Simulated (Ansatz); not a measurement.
Consider CH7BO2Si2 (SMILES OC[SiH]1[SiH2]B1O).

Input file:

```
crystal:
  periodic: [false, false, false]
  atoms:
    - { symbol: O, position_ang: [0.6021, -1.7761, 2.0388] }
    - { symbol: C, position_ang: [0.1651, -0.455, 1.607] }
    - { symbol: Si, position_ang: [0.77311, 0.84, 2.81685] }
    - { symbol: Si, position_ang: [2.51319, 1.71466, 2.431] }
    - { symbol: B, position_ang: [0.8099, 2.67581, 2.04489] }
    - { symbol: O, position_ang: [0.06644, 3.85653, 1.54994] }
    - { symbol: H, position_ang: [0.015, -2.3725, 1.5289] }
    - { symbol: H, position_ang: [0.50809, -0.18975, 0.62578] }
    - { symbol: H, position_ang: [-0.98808, -0.45731, 1.58074] }
    - { symbol: H, position_ang: [0.2696, 0.77384, 4.22896] }
    - { symbol: H, position_ang: [3.1641, 1.31466, 1.07536] }
    - { symbol: H, position_ang: [3.27325, 2.35303, 3.45977] }
    - { symbol: H, position_ang: [-0.07783, 3.69276, 0.55089] }
basis:
  gaussian: { orbitals: def2-SVP }
hamiltonian:
  xc: pbe0
  dispersion: d4
relax:
  f_tol: 0.015
  max_steps: 40
output:
  orbitals: {}
```

Run with:

```sh
ansatz run input.yaml --threads 2 --pin off --max-ram 3072MiB --backend cpu --events-out ev --progress --plain --runs-dir out
```

The fields are those of the relaxed geometry.

Method: RKS PBE0-D4/def2-SVP (Ansatz).

Q: What will maps of the electron density and electron localisation function show?

A: B–O (1.34 Å): the density is about 2.2 e/Å³ at the midpoint; the ELF peaks at about 0.90 between the atoms; a shared but strongly polarised pair.
Si–B (2.03 Å): ρ is about 0.71 e/Å³ halfway; the ELF peaks at about 0.95 between the atoms; localised, covalent bonding.
Si–Si (2.32 Å): ρ is about 0.57 e/Å³ halfway; the ELF peaks at about 0.90 between the atoms: localised, covalent bonding.
O–H (0.97 Å): ρ at the midpoint is about 3.7 e/Å³; the ELF climbs to about 1 towards the hydrogen, as it does in any bond to H; an ordinary covalent bond to hydrogen.

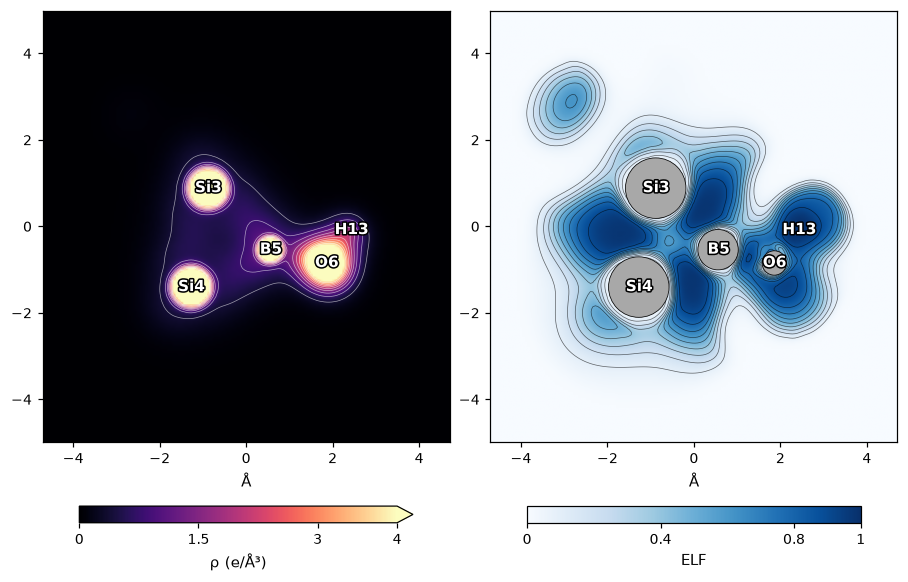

Computed electron density and electron localisation function on the plane of atoms Si4, B5 and O6, in this order. Grey discs cover the atomic cores in the ELF map. 
